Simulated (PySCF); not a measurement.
C$_{4}$H$_{2}$S, SMILES `C#CC=C=S`.

Computed with PySCF, B3LYP/6-31G*, geometry: GFN2-xTB. No frequency check shows the geometry to be a minimum. GFN2-xTB bond lengths at metals and heavier atoms can be off by up to 0.1 Å and shapes distorted, which carries into these values.

Cartesian coordinates (Å):

```
C1       2.8128   -0.5652    0.0000
C2       1.7959    0.0736    0.0000
C3       0.6119    0.8359    0.0000
C4      -0.5844    0.3097    0.0000
S5      -2.0153   -0.2951    0.0000
H6       3.7044   -1.1165    0.0000
H7       0.7227    1.9136    0.0000
```

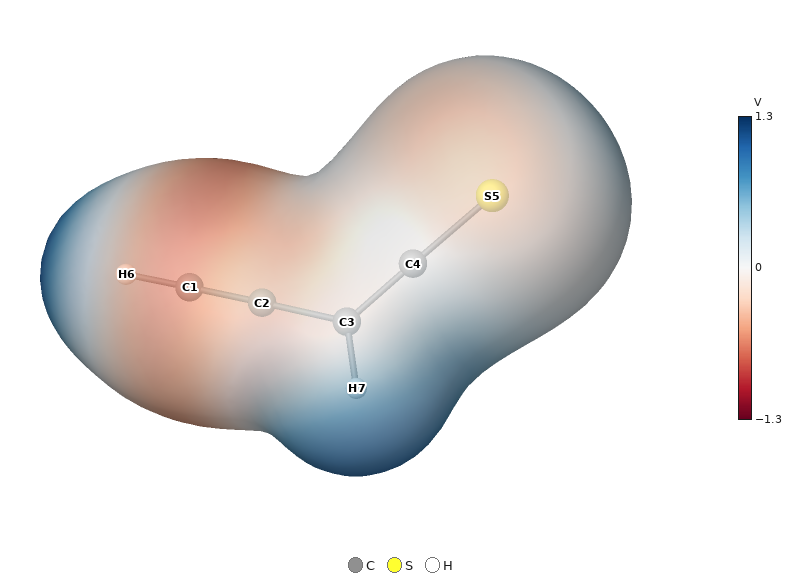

Electrostatic potential on the surface of electron density 0.001 a.u.

Where are the extremes of the potential on the surface?

Answer. Highest: 1.23 V, 1.2 Å from H6. Further maxima include 1.07 V, 1.3 Å from H7; 0.45 V, 2.0 Å from S5. Lowest: −0.69 V, off the C1–C2 bond (2.1 Å from its atoms), and at like points elsewhere. Further minima include −0.41 V, off the molecular plane, over S5 (2.2 Å), and at like points elsewhere. The surface is sampled at points, so like sites can differ by a few per cent and only the strongest of them is named.

What volume does the surface enclose, and what is the dipole moment?

Answer. About 105 Å³; the dipole moment is 0.7 D.
